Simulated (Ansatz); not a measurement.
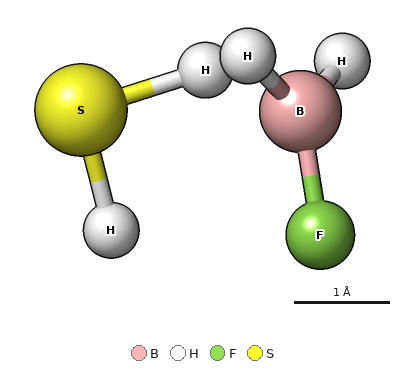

Figure 1. The input geometry (ball-and-stick view, seen at a tilt).

**BH₄SF: geometry relaxation (part 1 of 2)**

System: BH₄SF.
Method: RKS PBE0/def2-mTZVP (Ansatz 0.2.0).

It belongs to a series of runs on one base structure; here: end point A relaxed.

What the program printed
```
The last accepted step is kept in [file] (removed where the run ends without a failure and the disk answers)
Engine: ansatz 0.2.0, aarch64-unknown-linux-gnu
Functional definition: PBE0
  parameter a = 0.25
  parameter kappa = 0.804
  parameter beta = 0.06672455060314922
  exchange = (1 - a)*pbe_x(kappa = kappa, mu = beta*pi^2/3) + a*exact_x
  correlation = pbe_c(beta = beta)
710 factors; integrals over basis functions are off by at most 7.7e-4 eV
mean field evaluation 1: about -14286.9352 eV, gradient 2.7e1 eV
mean field evaluation 2: about -14286.4347 eV, gradient 3.6e1 eV
mean field evaluation 4: about -14288.1852 eV, gradient 7.7e-1 eV
mean field evaluation 8: about -14288.2298 eV, gradient 6.3e-2 eV
mean field -14288.22981621 eV, -525.0827608358 hartree, gradient 8.5e-5 eV, S^2 0.000000; 0 other end points of the search recorded, 0 dependent functions left out
the calculation of the forces begins
reference -14288.22984479 eV, -525.0827618860 hartree; 17, 17 occupied and 55, 55 virtual orbitals, 710 factors
relax step   1: F+E_penalty+E_count = -14288.22981621 eV  Δ(F+E_penalty+E_count) = +0.000e0 eV  max|allowed force component| = 7.736e-1 eV/Å  Δτ_max = 0.0000 Å  (24 SCF iters, accepted)
these checks for a lower state are left out or cut short: starts, cluster_reference, orbital_swaps, neighbouring_geometries, increment
710 factors; integrals over basis functions are off by at most 7.8e-4 eV
mean field evaluation 16: about -14288.1488 eV, gradient 4.1e0 eV
mean field -14288.28381422 eV, -525.0847452261 hartree, gradient 1.9e-5 eV, S^2 0.000000; 0 other end points of the search recorded, 0 dependent functions left out
[... from here on the field's lines of each further geometry are left out, up to the last ...]
relax step   2: F+E_penalty+E_count = -14288.28381422 eV  Δ(F+E_penalty+E_count) = -5.400e-2 eV  max|allowed force component| = 4.707e-1 eV/Å  Δτ_max = 0.1938 Å  (28 SCF iters, accepted)
relax step   3: F+E_penalty+E_count = -14288.27292430 eV  Δ(F+E_penalty+E_count) = +1.089e-2 eV  max|allowed force component| = 8.433e-1 eV/Å  Δτ_max = 0.1942 Å  (28 SCF iters, rejected (line search))
relax step   4: F+E_penalty+E_count = -14288.31268814 eV  Δ(F+E_penalty+E_count) = -2.887e-2 eV  max|allowed force component| = 3.453e-1 eV/Å  Δτ_max = 0.0971 Å  (28 SCF iters, accepted)
relax step   5: F+E_penalty+E_count = -14288.34015249 eV  Δ(F+E_penalty+E_count) = -2.746e-2 eV  max|allowed force component| = 3.787e-1 eV/Å  Δτ_max = 0.1000 Å  (27 SCF iters, accepted)
relax step   6: F+E_penalty+E_count = -14288.35402274 eV  Δ(F+E_penalty+E_count) = -1.387e-2 eV  max|allowed force component| = 9.594e-1 eV/Å  Δτ_max = 0.1442 Å  (28 SCF iters, accepted)
relax step   7: F+E_penalty+E_count = -14288.39081596 eV  Δ(F+E_penalty+E_count) = -3.679e-2 eV  max|allowed force component| = 4.433e-1 eV/Å  Δτ_max = 0.0453 Å  (30 SCF iters, accepted)
relax step   8: F+E_penalty+E_count = -14288.43037463 eV  Δ(F+E_penalty+E_count) = -3.956e-2 eV  max|allowed force component| = 4.492e-1 eV/Å  Δτ_max = 0.1938 Å  (28 SCF iters, accepted)
relax step   9: F+E_penalty+E_count = -14288.43683488 eV  Δ(F+E_penalty+E_count) = -6.460e-3 eV  max|allowed force component| = 7.444e-1 eV/Å  Δτ_max = 0.1501 Å  (28 SCF iters, accepted)
relax step  10: F+E_penalty+E_count = -14288.43836042 eV  Δ(F+E_penalty+E_count) = -1.526e-3 eV  max|allowed force component| = 2.738e-1 eV/Å  Δτ_max = 0.0811 Å  (29 SCF iters, accepted)
relax step  11: F+E_penalty+E_count = -14288.45245126 eV  Δ(F+E_penalty+E_count) = -1.409e-2 eV  max|allowed force component| = 2.945e-1 eV/Å  Δτ_max = 0.0674 Å  (29 SCF iters, accepted)
relax step  12: F+E_penalty+E_count = -14288.45551020 eV  Δ(F+E_penalty+E_count) = -3.059e-3 eV  max|allowed force component| = 2.048e-2 eV/Å  Δτ_max = 0.0235 Å  (30 SCF iters, accepted)
relax step  13: F+E_penalty+E_count = -14288.45616171 eV  Δ(F+E_penalty+E_count) = -6.515e-4 eV  max|allowed force component| = 5.929e-2 eV/Å  Δτ_max = 0.0207 Å  (30 SCF iters, accepted)
relax step  14: F+E_penalty+E_count = -14288.45492603 eV  Δ(F+E_penalty+E_count) = +1.236e-3 eV  max|allowed force component| = 5.026e-1 eV/Å  Δτ_max = 0.1757 Å  (27 SCF iters, rejected (line search))
relax step  15: F+E_penalty+E_count = -14288.45758967 eV  Δ(F+E_penalty+E_count) = -1.428e-3 eV  max|allowed force component| = 7.068e-2 eV/Å  Δτ_max = 0.0475 Å  (29 SCF iters, accepted)
relax step  16: F+E_penalty+E_count = -14288.46179964 eV  Δ(F+E_penalty+E_count) = -4.210e-3 eV  max|allowed force component| = 2.259e-1 eV/Å  Δτ_max = 0.0974 Å  (28 SCF iters, accepted)
relax step  17: F+E_penalty+E_count = -14288.45970141 eV  Δ(F+E_penalty+E_count) = +2.098e-3 eV  max|allowed force component| = 7.584e-1 eV/Å  Δτ_max = 0.1470 Å  (27 SCF iters, rejected (line search))
relax step  18: F+E_penalty+E_count = -14288.46836877 eV  Δ(F+E_penalty+E_count) = -6.569e-3 eV  max|allowed force component| = 1.438e-1 eV/Å  Δτ_max = 0.0734 Å  (29 SCF iters, accepted)
relax step  19: F+E_penalty+E_count = -14288.47417602 eV  Δ(F+E_penalty+E_count) = -5.807e-3 eV  max|allowed force component| = 1.466e-1 eV/Å  Δτ_max = 0.0732 Å  (28 SCF iters, accepted)
relax step  20: F+E_penalty+E_count = -14288.48693380 eV  Δ(F+E_penalty+E_count) = -1.276e-2 eV  max|allowed force component| = 2.555e-1 eV/Å  Δτ_max = 0.1097 Å  (27 SCF iters, accepted)
relax step  21: F+E_penalty+E_count = -14288.48756660 eV  Δ(F+E_penalty+E_count) = -6.328e-4 eV  max|allowed force component| = 8.777e-1 eV/Å  Δτ_max = 0.1663 Å  (27 SCF iters, accepted)
relax step  22: F+E_penalty+E_count = -14288.51785653 eV  Δ(F+E_penalty+E_count) = -3.029e-2 eV  max|allowed force component| = 5.062e-2 eV/Å  Δτ_max = 0.1086 Å  (28 SCF iters, accepted)
relax step  23: F+E_penalty+E_count = -14288.52020411 eV  Δ(F+E_penalty+E_count) = -2.348e-3 eV  max|allowed force component| = 3.074e-2 eV/Å  Δτ_max = 0.0577 Å  (29 SCF iters, accepted)
relax step  24: F+E_penalty+E_count = -14288.52018352 eV  Δ(F+E_penalty+E_count) = +2.059e-5 eV  max|allowed force component| = 4.908e-2 eV/Å  Δτ_max = 0.0158 Å  (30 SCF iters, rejected (line search))
the calculation of the forces begins
reference -14288.52049199 eV, -525.0934429735 hartree; 17, 17 occupied and 55, 55 virtual orbitals, 710 factors
relax step  25: F+E_penalty+E_count = -14288.52046572 eV  Δ(F+E_penalty+E_count) = -2.616e-4 eV  max|allowed force component| = 7.897e-3 eV/Å  Δτ_max = 0.0077 Å  (23 SCF iters, accepted)
710 factors; integrals over basis functions are off by at most 8.2e-4 eV
mean field evaluation 192: about -14288.5205 eV, gradient 3.1e-2 eV
```

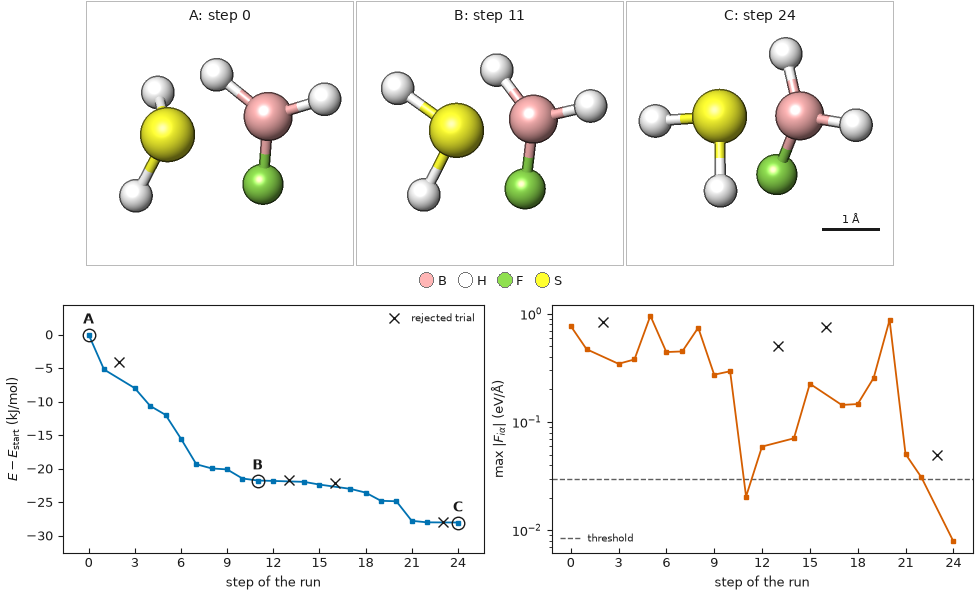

Figure 2. Frames of the relaxation (ball-and-stick view, seen at a tilt) above the curves, on which the letters mark them (the first geometry is step 0 here and step 1 in the log).

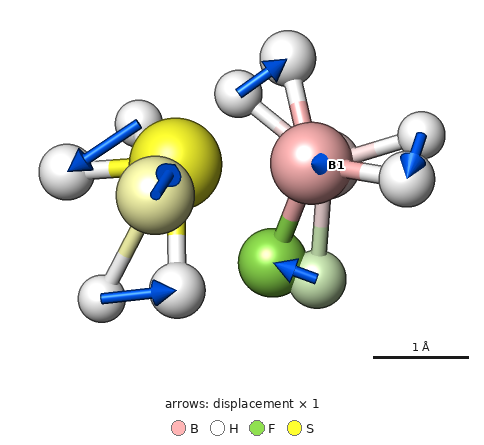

Figure 3. Start (faint) and end (solid) with the displacements as blue arrows, at true length (ball-and-stick view, seen at a tilt). The two geometries are laid on each other by the best rigid fit. The atom that moves furthest after the best rigid fit is H7 (0.93 Å). By element the largest moves are H 0.93 Å, S 0.70 Å, F 0.50 Å, B 0.27 Å. Among the contacts that change: B1–F4 1.323 → 1.364 Å, S5–H7 1.380 → 1.352 Å, B1–H2 1.194 → 1.204 Å. Among the angles that change: H2–B1–H3 123.8° → 118.9°, H3–B1–F4 118.8° → 116.5°. Over 24 geometry steps the energy falls by 28.0 kJ/mol. Largest force component: 0.77 eV/Å at the start, 0.0079 eV/Å at the end. The line search rejected the trial steps at points 2, 13, 16, 23 (counted from 0) and went back. (Atoms are counted from 1 in the order of the input.)

```
mean field -14288.52046572 eV, -525.0934420082 hartree, gradient 1.8e-5 eV, S^2 0.000000; 1 other end points of the search recorded, 0 dependent functions left out
the calculation of the forces begins
reference -14288.52049199 eV, -525.0934429735 hartree; 17, 17 occupied and 55, 55 virtual orbitals, 710 factors
Total energy: -14288.52049199 eV, -525.0934429735 hartree
Atom 0 at     0.037340     0.062736     0.052641 Å, force     0.002786     0.007897    -0.003243 eV/Å
Atom 1 at     0.310092     0.692483     1.041850 Å, force     0.002798    -0.006992    -0.005205 eV/Å
Atom 2 at     0.844835    -0.000852    -0.838058 Å, force    -0.004585    -0.004411     0.007330 eV/Å
Atom 3 at    -1.276595     0.040447    -0.313006 Å, force    -0.006082    -0.000634     0.002374 eV/Å
Atom 4 at     0.375279    -1.955475     0.892353 Å, force     0.004475    -0.004699     0.004877 eV/Å
Atom 5 at    -0.244477    -2.669606    -0.073640 Å, force     0.003736     0.004705    -0.000805 eV/Å
Atom 6 at    -0.695075    -2.006934     1.716158 Å, force    -0.003128     0.004133    -0.005327 eV/Å
Dipole moment:     0.016732    -0.686844     0.267404 e Å
```

Trajectory as extended XYZ (Å, eV, eV/Å), 25 frames, from step=1 to step=25
```
7
Properties=species:S:1:pos:R:3:forces:R:3 step=1 energy=-14288.22982
B     0.0343    0.3000   -0.0366   -0.0193  -0.0796  -0.1424
H    -0.1502    0.2745    1.1427   -0.0407   0.2971   0.0599
H     1.1070    0.4451   -0.5371   -0.0052   0.0026   0.0063
F    -1.0310    0.2321   -0.8187    0.0464   0.0126   0.0315
S     0.3398   -2.6602    0.7858   -0.1588   0.5464   0.3045
H    -0.9406   -2.8791    0.4142   -0.0003  -0.0055   0.0005
H    -0.0078   -1.5495    1.5280    0.1778  -0.7736  -0.2603
7
Properties=species:S:1:pos:R:3:forces:R:3 step=2 energy=-14288.28381
B     0.0340    0.3278   -0.0532   -0.0794   0.4707   0.1854
H    -0.1664    0.4672    1.1293    0.0449  -0.1439  -0.1905
H     1.1084    0.4568   -0.5538    0.0228  -0.1839  -0.0241
F    -1.0289    0.2478   -0.8361    0.0297  -0.1596  -0.0077
S     0.3438   -2.7240    0.7705   -0.1552   0.4594   0.1911
H    -0.9447   -2.9108    0.4086    0.0150  -0.0292  -0.0181
H     0.0051   -1.7019    1.6130    0.1223  -0.4135  -0.1361
7
Properties=species:S:1:pos:R:3:forces:R:3 step=3 energy=-14288.27292 accepted=F
B     0.0517    0.4083   -0.0481   -0.8433  -0.6899  -0.1918
H    -0.1511    0.5870    1.1363    0.0336   0.0637  -0.4516
H     1.1209    0.5064   -0.5678   -0.0714   0.1139  -0.0337
F    -1.0060    0.0568   -0.8096    0.8429   0.5040   0.5992
S     0.3180   -2.7151    0.7093   -0.1486   0.3974   0.3510
H    -0.9844   -2.8899    0.3893    0.0570   0.0074  -0.0420
H     0.0023   -1.7907    1.6689    0.1298  -0.3966  -0.2311
7
Properties=species:S:1:pos:R:3:forces:R:3 step=4 energy=-14288.31269
B     0.0338    0.3447   -0.0593   -0.0892   0.1894   0.1565
H    -0.1600    0.4971    1.1212    0.0340  -0.0704  -0.1831
H     1.1062    0.4522   -0.5689    0.0089  -0.0917  -0.0280
F    -1.0315    0.2079   -0.8338    0.0616  -0.0625   0.0195
S     0.3440   -2.7000    0.7560   -0.0968   0.3453   0.1423
H    -0.9416   -2.8730    0.3774    0.0098  -0.0108  -0.0064
H     0.0005   -1.7662    1.6856    0.0717  -0.2994  -0.1007
7
Properties=species:S:1:pos:R:3:forces:R:3 step=5 energy=-14288.34015
B     0.0274    0.3267   -0.0621    0.0430   0.0150   0.1227
H    -0.1531    0.4942    1.1138    0.0056   0.0019  -0.1005
H     1.0988    0.3980   -0.5809   -0.0006  -0.0258  -0.0249
F    -1.0440    0.1970   -0.8295   -0.0215  -0.0329  -0.0256
S     0.3587   -2.6205    0.7319   -0.1244   0.3787   0.2254
H    -0.9189   -2.8157    0.3354    0.0168   0.0045   0.0250
H    -0.0174   -1.8170    1.7699    0.0811  -0.3413  -0.2222
7
Properties=species:S:1:pos:R:3:forces:R:3 step=6 energy=-14288.35402
B     0.0239    0.2979   -0.0652    0.2245  -0.1837   0.1500
H    -0.1430    0.4996    1.1036   -0.0030   0.0864  -0.0357
H     1.0931    0.3332   -0.5957   -0.0218   0.0580  -0.0132
F    -1.0548    0.1754   -0.8239   -0.1646   0.0007  -0.1226
S     0.3755   -2.4866    0.6809   -0.4734   0.6279   0.9504
H    -0.8957   -2.7569    0.2981    0.0845   0.0099   0.0306
H    -0.0477   -1.8998    1.8805    0.3538  -0.5992  -0.9595
7
Properties=species:S:1:pos:R:3:forces:R:3 step=7 energy=-14288.39082
B     0.0277    0.2931   -0.0694    0.1951  -0.1328   0.2454
H    -0.1437    0.5080    1.0987    0.0153   0.0630  -0.0770
H     1.0955    0.3465   -0.5996   -0.0008   0.0264  -0.0223
F    -1.0503    0.1641   -0.8283   -0.1857  -0.0129  -0.1544
S     0.3662   -2.4576    0.6826   -0.2240   0.3520   0.4426
H    -0.9005   -2.7468    0.3070    0.0339   0.0038   0.0090
H    -0.0435   -1.9444    1.8873    0.1663  -0.2996  -0.4433
```
